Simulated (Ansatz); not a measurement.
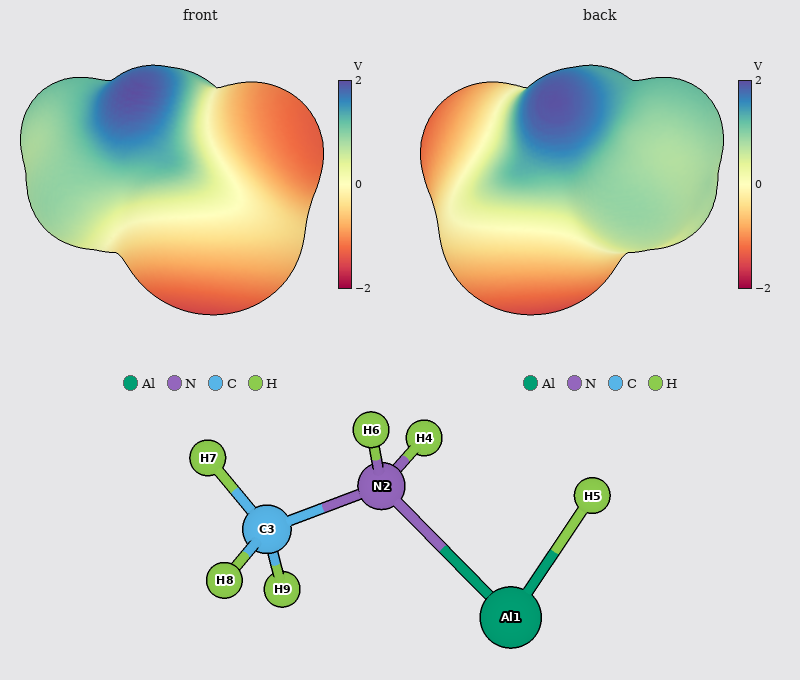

CH₆AlN. The molecular electrostatic potential painted on the density surface at 0.001 e/bohr³, seen from the front and from behind; red is negative and blue positive. The bare structure is drawn below in the same view.

The product side of a reaction path; geometry: PBE0-D4/def2-TZVP.

All numbers below come from RKS PBE0-D4/def2-TZVPP in Ansatz.

```yaml
atoms:
  - { symbol: Al, position_ang: [-1.9132, 0.8026, -0.6510] }
  - { symbol: N, position_ang: [-0.1848, -0.1295, 0.3129] }
  - { symbol: C, position_ang: [1.1056, -0.0493, -0.3762] }
  - { symbol: H, position_ang: [-0.4578, -1.0949, 0.4737] }
  - { symbol: H, position_ang: [-2.6938, 0.2282, 0.7200] }
  - { symbol: H, position_ang: [-0.1363, 0.2905, 1.2369] }
  - { symbol: H, position_ang: [1.9133, -0.5397, 0.1735] }
  - { symbol: H, position_ang: [1.3585, 1.0001, -0.5294] }
  - { symbol: H, position_ang: [1.0084, -0.5080, -1.3604] }
```

Question: Where is the surface potential most negative and most positive?

Answer: The most negative region (about −1.5 V) lies over H9, the most positive (about +2.0 V) over H4 and H6.
